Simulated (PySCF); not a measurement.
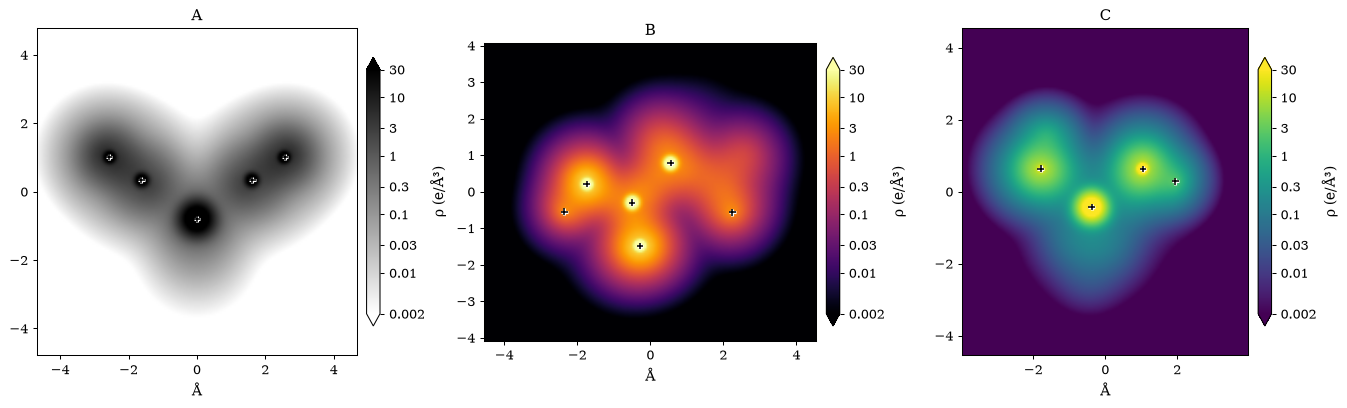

The total electron density of 3 systems, each on a plane through atoms (crosses mark nuclei in the plane).

These are results of DFT single point, gas phase, functional wB97X (PySCF), not measurements.

System 1: AlH₄O₄ (SMILES [OH][Al-]([OH])([OH])[OH+]) (doublet), the plane of atoms Al1, O2 and H3. Geometry: BP86-D3(BJ)/ma-def2-SVP.

```xyz
9

Al    0.0359    0.0909   -0.0712
O    -0.0729    0.0876    1.7049
H    -0.9316    0.0659    2.1646
O     1.7639    0.3243   -0.4510
H     2.3849    0.4809    0.2860
O    -0.9134    1.4271   -0.7700
H    -1.5249    1.2375   -1.5068
O    -0.5592   -1.4028   -0.8391
H    -0.1727   -2.2681   -0.6119
```

System 2: C₄H₈O₂ (isobutyric acid), the plane of atoms C2, C4 and O6. Geometry: PBE0-D3(BJ)/ma-def2-SVP.

```xyz
14

C    -0.4562    1.4670    0.2624
C    -0.2299    0.1404   -0.4452
C    -0.9840   -1.0115    0.2279
C     1.2412   -0.2025   -0.4970
O     2.0861    0.2093    0.2562
O     1.5252   -1.0713   -1.4817
H    -1.5298    1.7045    0.2895
H    -0.0827    1.4257    1.2959
H     0.0656    2.2908   -0.2452
H    -0.5743    0.2068   -1.4908
H    -0.8264   -1.9627   -0.3003
H    -2.0635   -0.8008    0.2376
H    -0.6548   -1.1344    1.2715
H     2.4727   -1.2665   -1.4264
```

System 3: C₃FGaN₃ (SMILES N#[C][Ga-]([F])([C]#N)[C]#N) (charge −1), the plane of atoms C2, Ga3 and C6. Geometry: PBE0-D3(BJ)/ma-def2-SVP.

```
atom    x (Å)    y (Å)    z (Å)
   N  -2.0402  -2.1451   0.4923
   C  -1.3399  -1.3163   0.0767
  Ga  -0.1372   0.0932  -0.6196
   C   1.7412  -0.5277  -0.5722
   N   2.8462  -0.8857  -0.5456
   C  -0.3418   1.7432   0.4539
   N  -0.4699   2.7096   1.0860
   F  -0.5837   0.4553  -2.3227
```

Q: Match each panel to its system.

A: Panel A is system 3, C₃FGaN₃: the plane holds N, C and Ga. C–N (1.16 Å): ρ at the midpoint is about 3.5 e/Å³. Panel B is system 2, C₄H₈O₂: the plane holds C, O and H. C–O (1.20 Å): ρ is about 3.4 e/Å³ halfway. Panel C is system 1, AlH₄O₄: the plane holds Al, O and H. Al–O (1.78 Å): the density is about 0.71 e/Å³ at the midpoint.
